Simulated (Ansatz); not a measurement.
**Fields on a plane of ZnInGaO4 (InGaZnO4 type, space group R3m)**

```
CELL_PARAMETERS angstrom
      1.65751     0.95696     8.58477
     -1.65751     0.95696     8.58477
      0.00000    -1.91393     8.58477
ATOMIC_POSITIONS crystal
  In 0.99705 0.99705 0.99705
  Ga 0.21287 0.21287 0.21287
  Zn 0.78131 0.78131 0.78131
  O  0.13628 0.13628 0.13628
  O  0.87884 0.87884 0.87884
  O  0.28876 0.28876 0.28876
  O  0.70489 0.70489 0.70489
```

The slice is a (-1 1 0 4) plane (indices of the conventional cell) through the point (0.136, 0.136, 0.136) (fractional), spanned by u = [1 0 -1] and v = [1 -1 1] in vectors of this cell: u (3.32 Å) and v (9.40 Å, at 90° to u). It covers one period; positions are fractions (u, v).

Atoms on it: O at (0.00, 0.00); O at (0.50, 0.23), 0.1 Å off the plane. Other atoms lie within 1 Å of the plane.

Method: PBEsol (plane waves to 420 eV, PAW, scalar-relativistic; Ansatz, a first-principles code). k mesh 12×12×12. Near the nuclei the fields are pseudised (PAW); where an atom keeps semicore shells as valence, they peak there. The PAW data are Ansatz's earlier set. ZnInGaO4 was relaxed with its symmetry unable to fall.

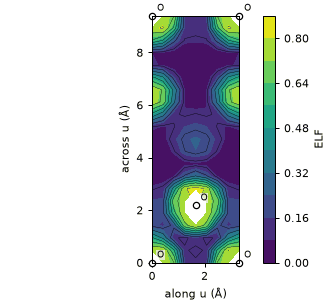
Figure: Electron localisation function (ELF), one period of the plane, atoms marked. Points within 0.4 Å of a nucleus are left white, as the pseudised field means little there.

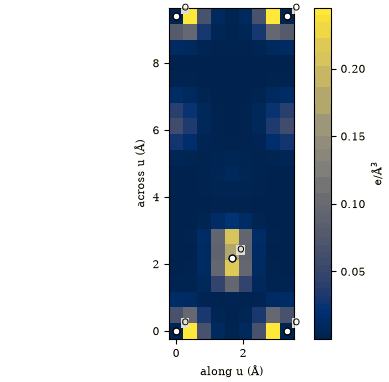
*Density of the highest valence band (whole band, smooth part) in e/Å³, one period of the plane, atoms marked. *
